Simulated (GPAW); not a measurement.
Consider KZnF3 (Pm-3m).

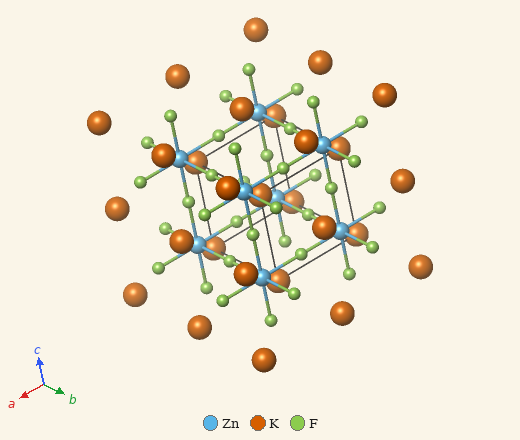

The structure (zinc blue, potassium orange, fluorine green). 2×2×2 cells are drawn. Some periodic images of atoms are drawn too.

```xyz
5
Lattice="4.0500 0.0000 0.0000 0.0000 4.0500 0.0000 0.0000 0.0000 4.0500" Properties=species:S:1:pos:R:3 pbc="T T T"
Zn    2.0250    2.0250    2.0250
K     0.0000    0.0000    0.0000
F     2.0250    0.0000    2.0250
F     0.0000    2.0250    2.0250
F     2.0250    2.0250    0.0000
```

Absorber: atom 1, with 6 F at 2.02 Å (octahedral, site symmetry m-3m). Method: GPAW, PBE, full core hole (charged cell), 10-atom cell with 5.7 Å between holes, 5×5×5 k points, dipole transitions, Gaussian full width 1.67 eV up to 4 eV, rising linearly to 3.5 eV at 25 eV.

Question: Where do the maxima of the Zn K edge fall?

Main maxima up to 30 eV above the zero (height): 6.8 eV (2.12), 10.4 eV (2.71), 19.4 eV (0.88) and 24.8 eV (0.96). A K edge sees empty p states on the absorber. The total-energy difference plus the lowest empty eigenvalue puts the zero at 9690.95 eV. One term is added: -30.96 eV, since the hole is spin-paired here and a spin-polarised one costs that much less in the free atom (computed apart). The photon energy is then 9659.99 eV. The tabulated edge of the element is 9659 eV. The functional and the charged cell's background leave an error of a few eV in such absolute values.

The Zn K spectrum (energy from the lowest empty level; intensity scaled to a mean of 1 over the first 20 eV):

```
E (eV)  intensity
  -2.0       0.00
  -0.5       0.00
   1.0       0.02
   2.5       0.04
   4.0       0.39
   5.5       1.03
   7.0       2.09
   8.5       1.69
  10.0       2.65
  11.5       2.08
  13.0       0.94
  14.5       0.52
  16.0       0.32
  17.5       0.51
  19.0       0.87
  20.5       0.73
  22.0       0.57
  23.5       0.80
  25.0       0.95
  26.5       0.70
  28.0       0.41
  29.5       0.34
  31.0       0.38
```

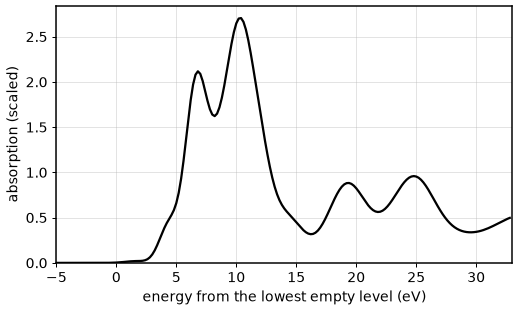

The Zn K edge.

The script folds with a Gaussian, whereas the core hole's own line is a Lorentzian, so the onset is too steep and the first peak too high. The holes are only 5.7 Å apart, so the shape is probably not converged with cell size; no larger cell was run here. The mesh is coarse (0.31 Å⁻¹ between points), so small maxima may be mesh ripples. The structure is a published determination, not relaxed.

[Banner, clock and machine lines of the logs are left out without a mark of their own.]

[Logs are printed without paths, hosts, clocks, repeated set-up lines and the standing remarks that a program may print on its own settings, such as how far it seeks lower states.]

[Hosts, paths, dates, database ids (printed as entryN), source tags and the programs' standing remarks are cut or masked in the printed files.]

[Lists of maxima count a maximum above −3 eV only where it reaches 4 % of the highest in the window and stands out from its surroundings by 2 % of it (1.5 % where it reaches 55 %); shoulders and weaker maxima are passed over, and of the rest the first, up to two pre-edge ones and the few strongest are named.]
